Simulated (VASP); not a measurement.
Band structure of RbBr (space group Fm-3m). These are PBE GGA, VASP's PBE PAW potentials (set 64) (plane waves; VASP) values and carry that method's errors.

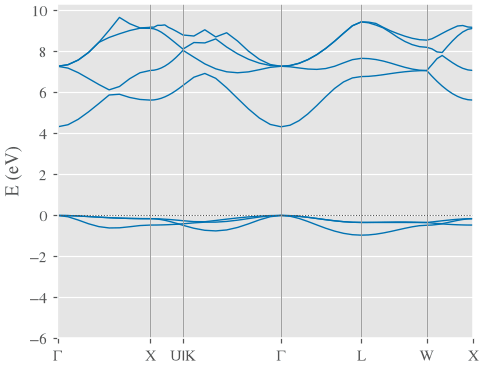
Fig. 1. Bands along high-symmetry lines, zero at the valence-band maximum or, without a gap, the Fermi level

**Question.** Read the plot: is there a gap, and where are the band edges?

**Answer.** The gap is direct, 4.32 eV, from the valence maximum at Γ to the conduction minimum at Γ.

The structure is a typed RbBr crystal (Fm-3m). The cell was not relaxed at this level.
